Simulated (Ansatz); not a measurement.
**Loss of CH4: C2H6BN → BH2(CN) + CH4**

Species: C2H6BN `[BH3-]C#[N+]C`, singlet; BH2(CN), singlet; CH4 (methane) `C`, singlet. 

Shapes, held fixed at every level: PBE0-D4/def2-TZVP. Programs: Ansatz 0.2.0. The zero-point and thermal change to 298 K, harmonic and unscaled (PBE0-D4/def2-TZVP), is -6.5 kJ/mol.

| level | kind | ΔH(298 K) (kJ/mol) | less CCSD(T)/CBS estimate |
| --- | --- | --- | --- |
| HF/def2-TZVPP | Hartree–Fock | -69.7 | -42.1 |
| r2SCAN-D4/def2-TZVPP | meta-GGA | +7.2 | +34.8 |
| PBE0-D4/def2-TZVPP | global hybrid | +15.4 | +43.0 |
| wB97M-V/def2-TZVPP | range-separated hybrid | -12.3 | +15.3 |
| B2PLYP/def2-TZVPP | double hybrid | -27.6 | 0.0 |
| MP2/def2-TZVPP | perturbation theory | -30.2 | -2.6 |
| CCSD(T)/def2-TZVPP | coupled cluster or CI | -30.6 | -3.0 |
| CCSD(T)/CBS estimate | coupled cluster or CI | -27.6 | 0.0 |

The highest level, CCSD(T)/CBS estimate, gives ΔH(298 K) = -27.6 kJ/mol; the levels span -69.7 to +15.4. They disagree on the sign: 2 of 8 are positive. The column of differences is taken from that level and isn't an error. No measured value is set beside it here. The CBS estimate extrapolates MP2 from def2-TZVPP and def2-QZVPP and adds CCSD(T) − MP2 in the triple-zeta set, cores frozen.

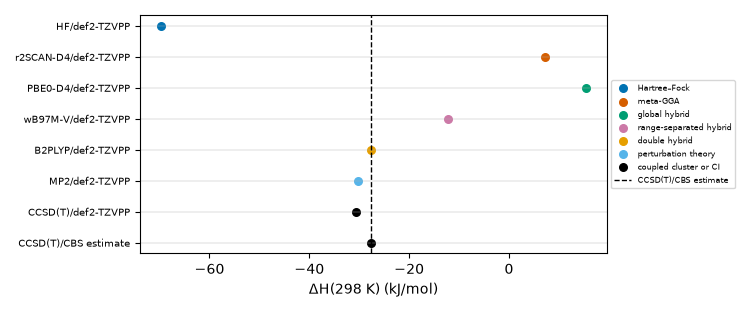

The values of the table, level by level.
